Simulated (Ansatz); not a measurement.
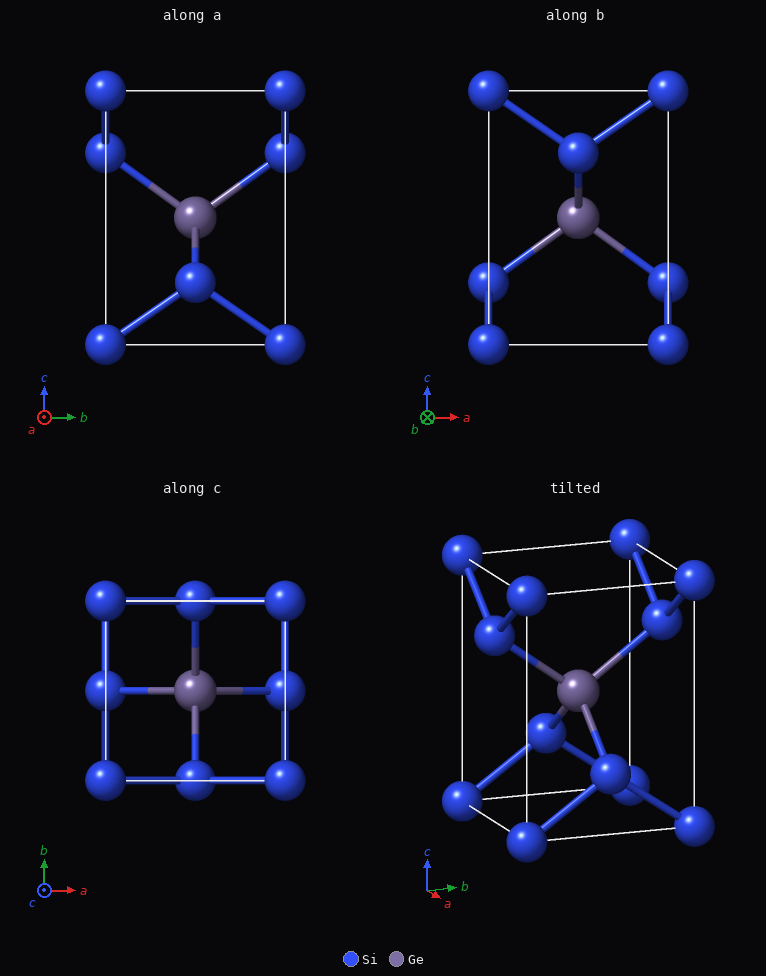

A ball-and-stick rendering, viewed along the a axis, along the b axis, along the c axis and slightly off an axis. The conventional unit cell is drawn as a box.

Lattice parameters: a = 3.792 Å, b = 3.792 Å, c = 5.359 Å, α = 90.00°, β = 90.00°, γ = 90.00°.

Record the structure as a table of Wyckoff sites, with free fractional coordinates to two decimals.

Answer. Space group P-4m2 (No. 115).
```json
{"atom": "Si", "site": "1a", "x": "0.00", "y": "0.00", "z": "0.00"}
{"atom": "Si", "site": "2g", "x": "0.50", "y": "0.00", "z": "0.76"}
{"atom": "Ge", "site": "1c", "x": "0.50", "y": "0.50", "z": "0.50"}
```

The cell started as a structure type filled with these elements by a generator (whether the compound takes this form wasn't checked). The cell was then strained or its atoms displaced on purpose. It was relaxed at fixed volume with Ansatz 0.2.0, DFT PBE, scalar-relativistic, plane waves, PAW.

At this level of theory the cell isn't at rest (compressed, at 9 GPa), so its distances can differ from those at equilibrium, the more so the softer the solid.
